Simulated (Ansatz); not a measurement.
Ga (Cmce): the Drude term of Re ε in the infrared

Re ε of Ga (Cmce) along x at low photon energies is read from one computed spectrum; the carriers' damping was typed as γ = 0.05 eV. x, y and z are the Cartesian axes of the input cell.

It takes space group Cmce (No. 64, orthorhombic). Conventional cell: a = 4.523 Å, b = 7.661 Å, c = 4.524 Å, α = 90.00°, β = 90.00°, γ = 90.00°. Around Ga on site f lie 7 Ga at 2.48 to 2.79 Å.

Method: Ansatz 0.2.0, PBE, independent particles, k-mesh 10×10×10 with interpolation inside its cells, Gaussian parameter 0.1 eV.

Launch of the response step: `ansatz run input.yaml --threads 4 --pin off --max-ram 8192MiB --backend cpu --events-out ev --progress --plain --runs-dir out`. The run took 7.0 min, on 4 threads of Intel(R) Xeon(R) Processor @ 2.50GHz (Skylake/Cascade Lake), on a shared host.

```tsv
photon energy E (eV)	wavelength (µm)	Re ε
0.25	4.96	-1114.5
0.30	4.13	?
0.35	3.54	-570.4
0.40	3.10	-432.8
0.50	2.48	-274.1
0.60	2.07	-190.9
0.70	1.77	-149.8
```

A Drude term over a constant background gives Re ε = ε_b − ωp²/(E² + γ²), linear in 1/(E² + γ²).

Working, on the rows shown:

| x = 1/(E² + γ²) (eV⁻²) | y = Re ε |
| --- | --- |
| 15.3846 | -1114.5 |
| 8 | -570.4 |
| 6.15385 | -432.8 |
| 3.9604 | -274.1 |
| 2.75862 | -190.9 |
| 2.03046 | -149.8 |

Means: x̄ = 6.3813, ȳ = -455.42. Σ(x − x̄)(y − ȳ) = -8852, Σ(x − x̄)² = 121.6. Slope = -8852 / 121.6 = -72.77; intercept = ȳ − slope · x̄ = 8.948. The line misses the rows shown by at most 11.

Fill in the last column of the withheld row.

At x = 10.811 the line gives y = -777.75. The run gave -781.7, so the interpolation is off by 4, 0.4 % of the range in the table.

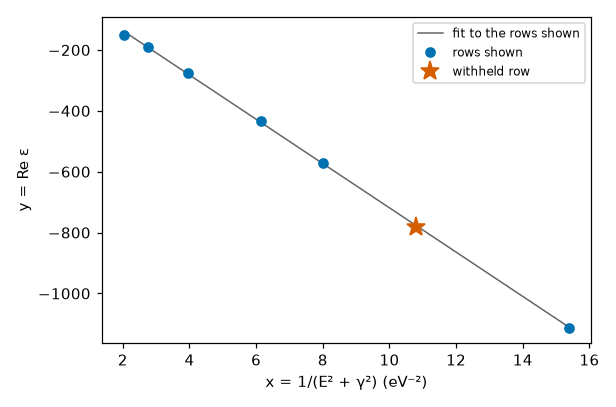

Refitted with all rows, the slope is -72.88 and the intercept 9.1435. These give ωp = √(−slope) = 8.54 eV, against 8.40 eV from the program's Fermi-surface sum, and an intercept of 9.1. Taking the program's Drude term off the rows leaves -30 at the lowest energy and -7 at the highest, so the background isn't constant: interband transitions lie in or near the window, and neither fitted number can be trusted. The values come from a sum over the points of one k-mesh and carry its error, which is largest for Fermi-surface quantities. Spin-orbit coupling is left out.

[Logs are printed without paths, hosts, clocks, repeated set-up lines and the standing remarks that a program may print on its own settings, such as how far it seeks lower states.]
